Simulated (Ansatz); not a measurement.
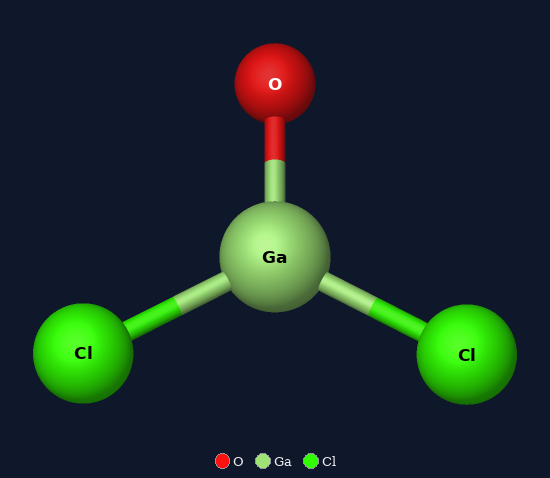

A ball-and-stick model of a molecule. Every bond is drawn as one stick, whatever its order.

Charge 0, doublet.

Identify the structure.

The molecule is GaCl₂O. As SMILES it reads `[O][Ga]([Cl])[Cl]`. This geometry has C2v symmetry. It is an open-shell species. All atoms lie on one plane. Coordination: 1 Ga trigonal planar.

More results for the same structure follow; atom numbers are the same in all pictures, views and colours differ. The geometry was computed by an optimisation with PBE0-D4/def2-TZVP.

### Levels of theory compared

Program: Ansatz 0.2.0.

Compare HOMO energy (eV), dipole (D) at these levels: B3LYP-D4/def2-TZVPP; PBE-D4/def2-TZVPP; r2SCAN-D4/def2-TZVPP; ωB97M-V/def2-TZVPP.

| level | HOMO energy (eV) | dipole (D) |
| --- | --- | --- |
| B3LYP-D4/def2-TZVPP | −9.18 | 0.59 |
| PBE-D4/def2-TZVPP | −7.74 | 0.65 |
| r2SCAN-D4/def2-TZVPP | −8.17 | 0.52 |
| ωB97M-V/def2-TZVPP | −11.87 | 0.56 |

### Thermal motion

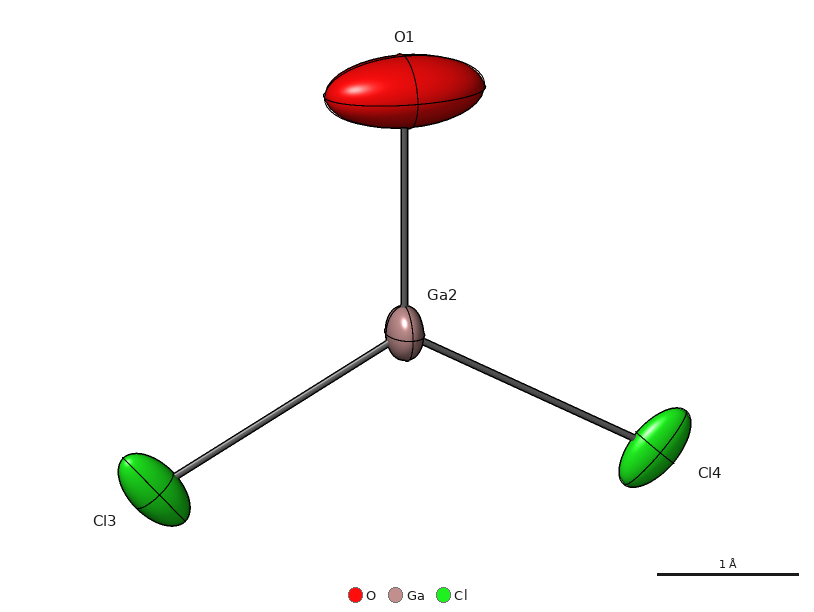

Displacement ellipsoids at the 50 % level, enlarged 3 times, from the internal vibrations of the free molecule (harmonic, no overall translation or rotation; no half-axis is drawn under 0.075 Å). Vibrations computed with UKS PBE0-D4/def2-TZVP (Ansatz 0.2.0). Temperature: 298 K.

List U_eq and the three principal root-mean-square amplitudes for each kind of atom.

| atom | U_eq (Å²) | rms amplitudes (Å) |
| --- | --- | --- |
| O1 | 0.0081 | 0.056, 0.073, 0.127 |
| Ga2 | 0.0016 | 0.029, 0.043, 0.046 |
| Cl3, Cl4 | 0.0026 | 0.029, 0.039, 0.073 |

### Charges

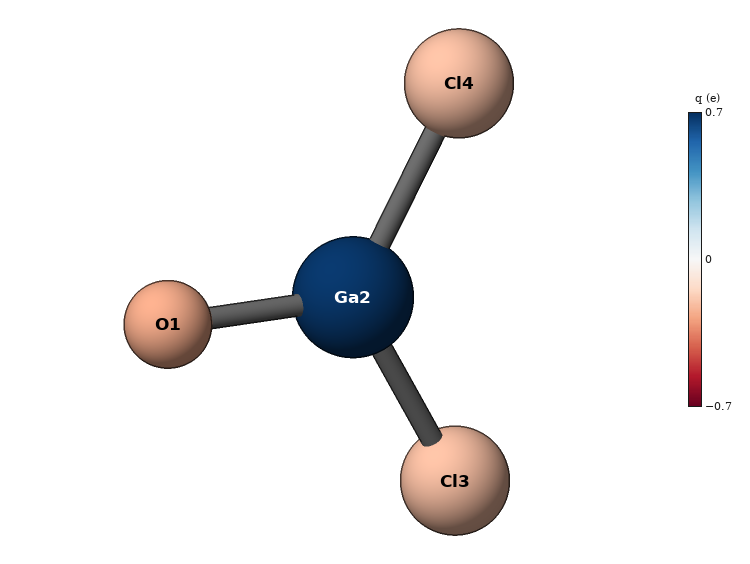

Atoms are coloured by their Mulliken charges. Method: UKS r2SCAN-D4/def2-TZVPP (Ansatz 0.2.0).

List the Mulliken charges.

```json
{"atom": "O1", "value (e)": "−0.26"}
{"atom": "Ga2", "value (e)": "0.67"}
{"atom": "Cl3", "value (e)": "−0.21"}
{"atom": "Cl4", "value (e)": "−0.21"}
```

Mulliken values depend strongly on the basis set and can even reverse the polarity of a bond.
